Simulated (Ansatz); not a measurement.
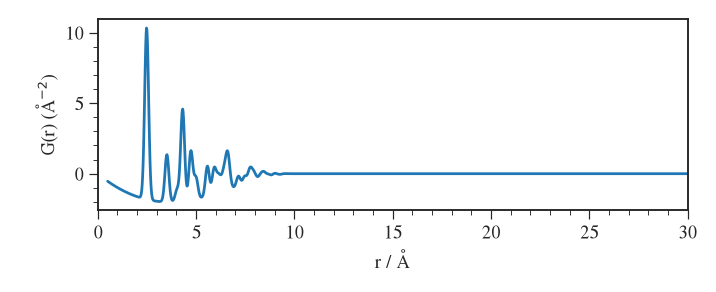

Simulated X-ray pair distribution function, G(r) = R(r)/r − 4πρ₀r, summed over the atomic distances of the structure with each pair weighted by the product of the atomic numbers (X-ray weights at Q = 0); every distance is a Gaussian of σ = 0.10 Å, for spherical particles of Co with the bulk structure: the bulk G(r) is multiplied by the envelope of a sphere of diameter D, 1 − 3r/2D + r³/2D³, with no surface relaxation. The number density is 0.0919 atoms per Å³. Structure used: the end point of a relaxation at fixed volume with DFT PBE, spin-orbit coupling, plane waves, PAW (Ansatz).

How large are the particles?

About 10 Å (1.0 nm): the signal vanishes at r = D, fading from view somewhat earlier.

Roughly how many atoms does one particle hold?

About 48 (number density 0.0919 Å⁻³ times πD³/6).
